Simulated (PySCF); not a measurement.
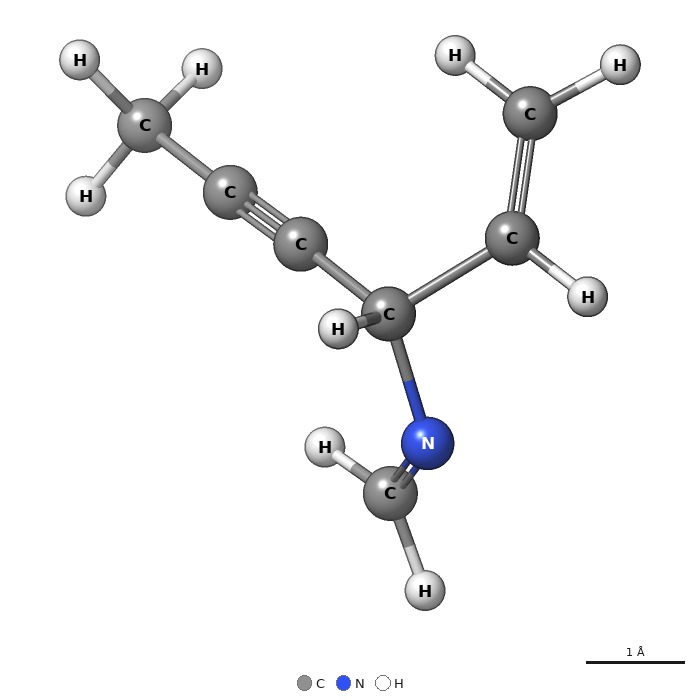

Rendered structure (ball-and-stick style). Double and triple bonds are drawn as two and three sticks.

The computed structure is the end point of a GFN2-xTB optimisation. No frequency run is at hand to confirm it as a minimum.

> Give the formula.

C₇H₉N, 17 atoms: 7 carbon, 9 hydrogen and 1 nitrogen.

> Give a SMILES string for it.

C=C[C@@H](C#CC)N=C

The parts below concern this one geometry. Atoms keep their numbers from picture to picture.

**Dipole moment**

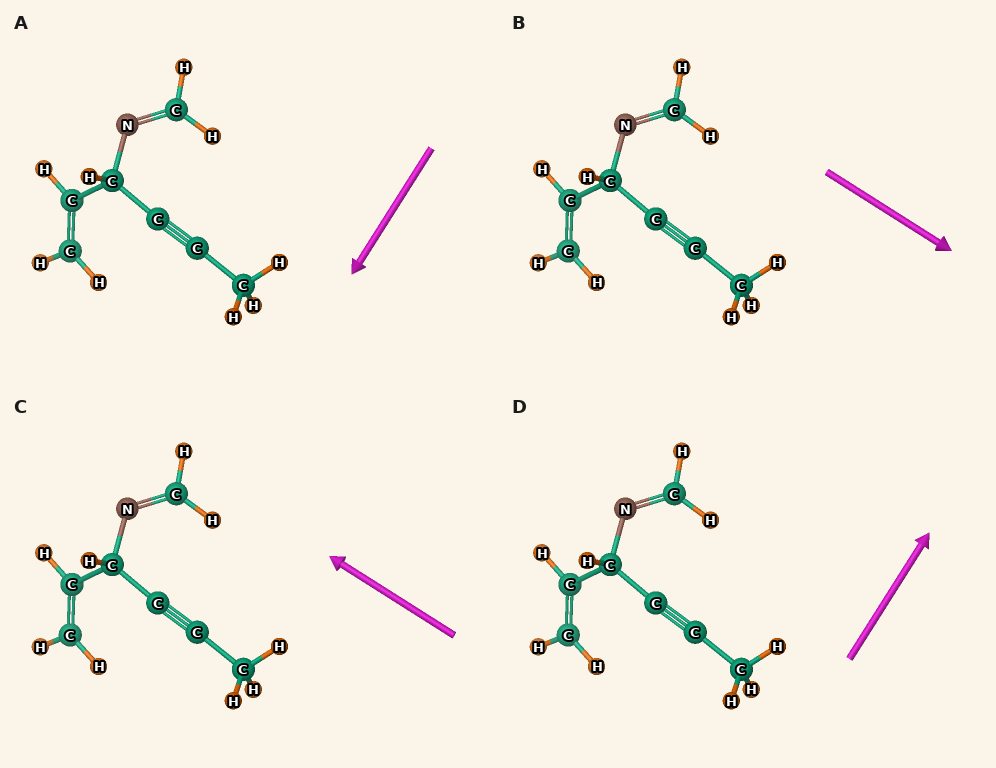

The same molecule four times, each with an arrow. No frequency run is at hand to confirm it as a minimum. Level of theory: PBE0/def2-SVPD, gas phase (PySCF 2.14.0).

> Which arrow points along the dipole moment, from the negative to the positive end?

B. The dipole moment is 2.15 D.

**Charges**

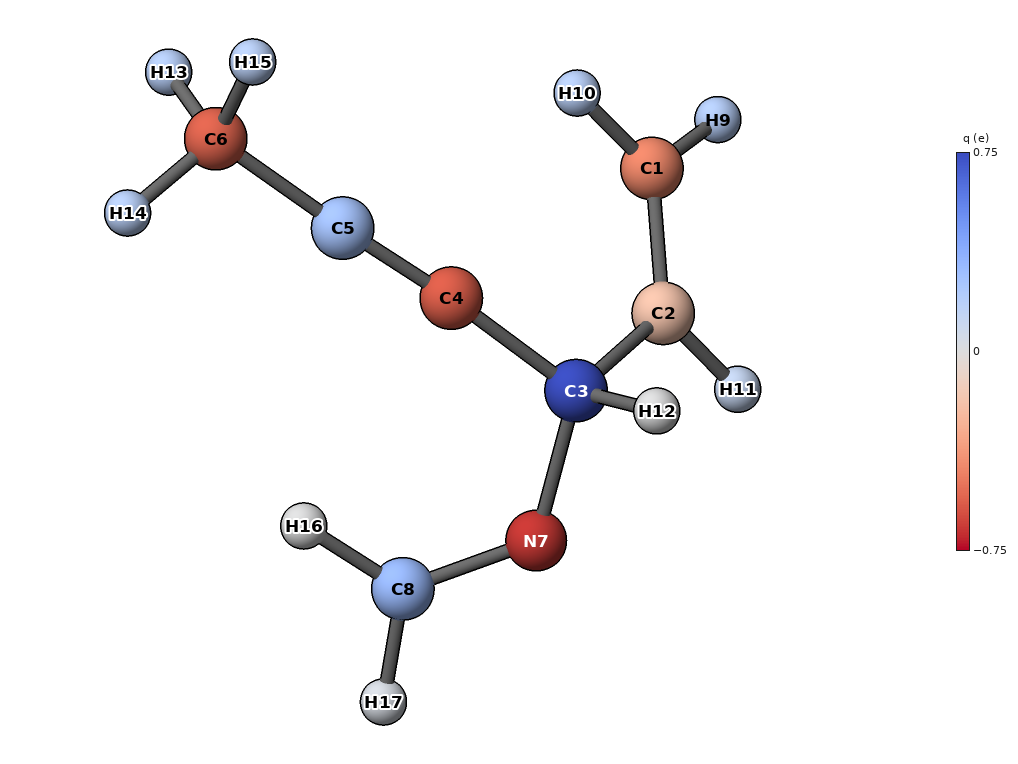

Atoms are coloured by their ESP-fitted charges. No frequency run is at hand to confirm it as a minimum. Properties computed with PBE0/pcSseg-1, gas phase (PySCF 2.14.0).

Give the ESP-fitted charges atom by atom.

```
atom  value (e)
  C1      −0.43
  C2      −0.18
  C3       0.74
  C4      −0.56
  C5       0.26
  C6      −0.54
  N7      −0.66
  C8       0.31
  H9       0.19
 H10       0.18
 H11       0.12
 H12       0.00
 H13       0.19
 H14       0.18
 H15       0.17
 H16       0.00
 H17       0.03
```

**Polarisability**

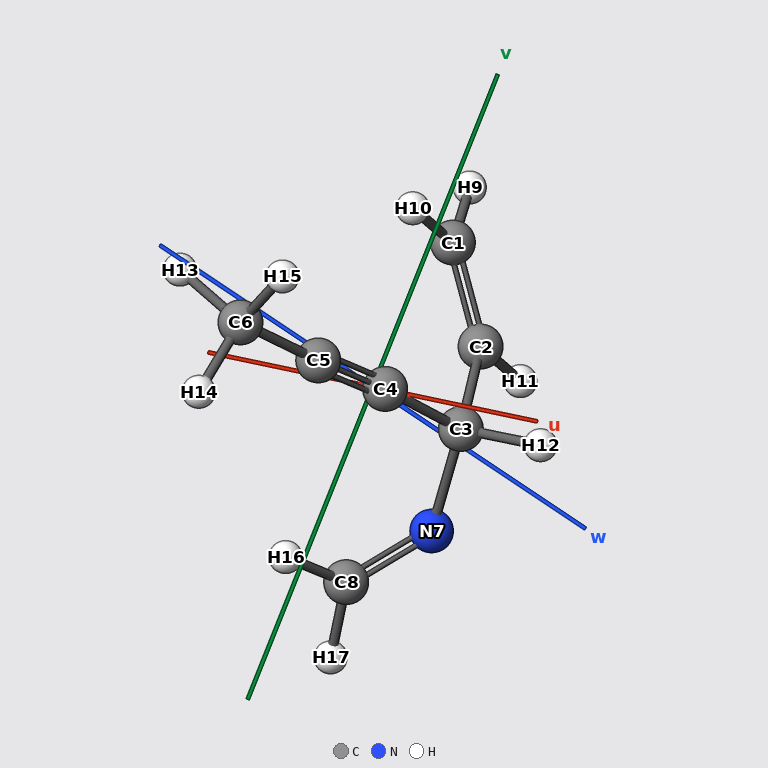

The lines u, v and w are the principal axes of the static dipole polarisability. No frequency run is at hand to confirm it as a minimum. Level of theory: PBE0/def2-SVPD (PySCF 2.14.0).

> Along which axis is the molecule most polarisable, and along which least?

Most along w (nearly parallel to the C3–C4 bond), least along u.

> Give the three principal values.

u 65.4, v 96.3, w 107.6 bohr³; mean 89.8, anisotropy 37.9 bohr³.

**NMR shielding**

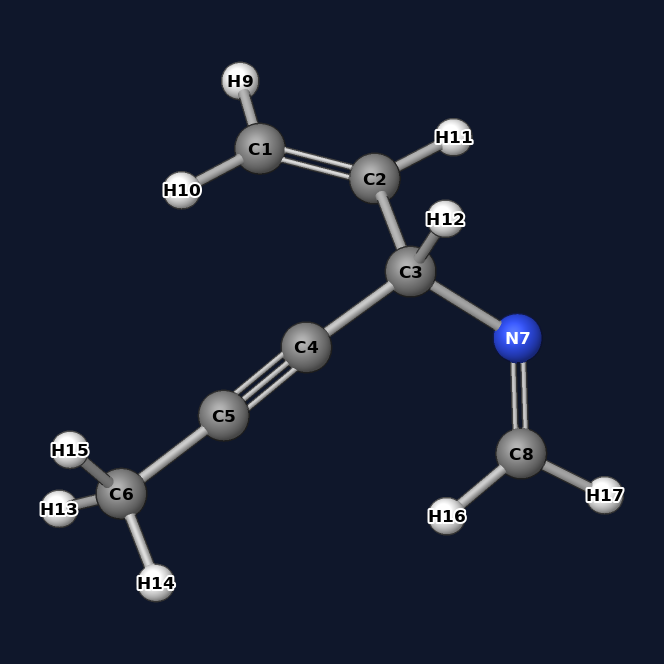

The questions are on isotropic NMR shieldings of the H atoms. No frequency run is at hand to confirm it as a minimum. Properties computed with GIAO PBE0/pcSseg-1 NMR shielding, non-relativistic, gas phase (PySCF 2.14.0).

> Which H atom is the most shielded (lowest chemical shift)?

H14 (29.54 ppm).

> Which H atom is the least shielded (highest chemical shift)?

H16 (23.73 ppm).

> How wide is the range of H shifts?

5.81 ppm.

List the isotropic NMR shieldings of the H atoms.

```csv
atom,σ (ppm)
H9,26.24
H10,25.74
H11,25.11
H12,26.15
H13,29.51
H14,29.54
H15,29.49
H16,23.73
H17,24.26
```
